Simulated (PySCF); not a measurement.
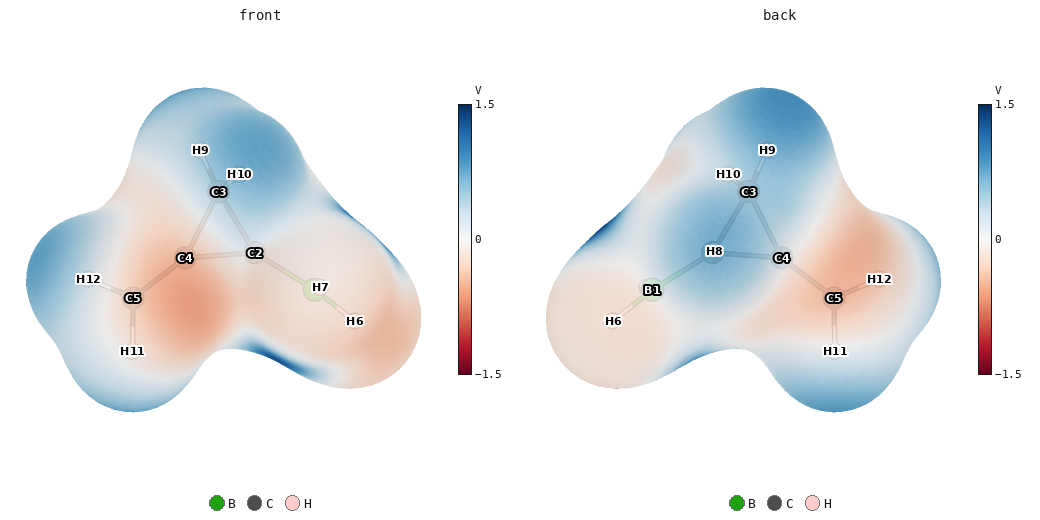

The picture shows: C$_{4}$H$_{7}$B. The molecular electrostatic potential painted on the density surface at 0.002 e/bohr³, seen from the front and from behind; the colour scale runs from red (negative) to blue (positive).

Geometry: GFN2-xTB.

Method: PySCF 2.14.0, PBE0/def2-SVPD, SCF density, gas phase.

```yaml
atoms:
  - { symbol: B, position_ang: [-1.1630, 1.1206, 0.9159] }
  - { symbol: C, position_ang: [-0.8412, -0.1385, 0.0993] }
  - { symbol: C, position_ang: [0.2151, -1.1489, 0.5956] }
  - { symbol: C, position_ang: [0.5183, -0.2553, -0.4996] }
  - { symbol: C, position_ang: [1.3422, 0.1905, -1.4097] }
  - { symbol: H, position_ang: [-2.1875, 1.6685, 0.7811] }
  - { symbol: H, position_ang: [-0.3695, 1.5406, 1.6665] }
  - { symbol: H, position_ang: [-1.6216, -0.5793, -0.5154] }
  - { symbol: H, position_ang: [0.0401, -2.1960, 0.3900] }
  - { symbol: H, position_ang: [0.6663, -0.9626, 1.5599] }
  - { symbol: H, position_ang: [1.0714, 0.9859, -2.0849] }
  - { symbol: H, position_ang: [2.3305, -0.2261, -1.5247] }
```

**Which sites attract a positive test charge, and which a negative one?**

A positive charge is drawn to the negative regions and a negative charge to the positive ones. The most negative region (about −0.6 V) lies over the π face of C4 and C5, the most positive (about +1.3 V) over B1.
